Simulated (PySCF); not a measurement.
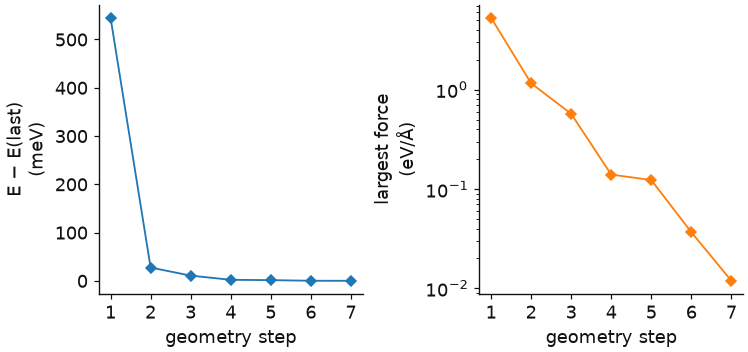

History of a geometry optimisation.

System: Vinylcyanoacetylene (SMILES C=CC#CC#N).
Method: PBE0-D3(BJ)/def2-SVP, geometry optimisation in PySCF.

Q: How did the optimisation end?

A: The optimisation met its thresholds at geometry 7, counting the start as the first. The energy fell by about 540 meV from the first step to the last. The largest force goes from about 5.3 eV/Å at the start to 0.012 eV/Å at the end.

Q: By which step was nine tenths of the energy gained?

A: By step 2 of 7.
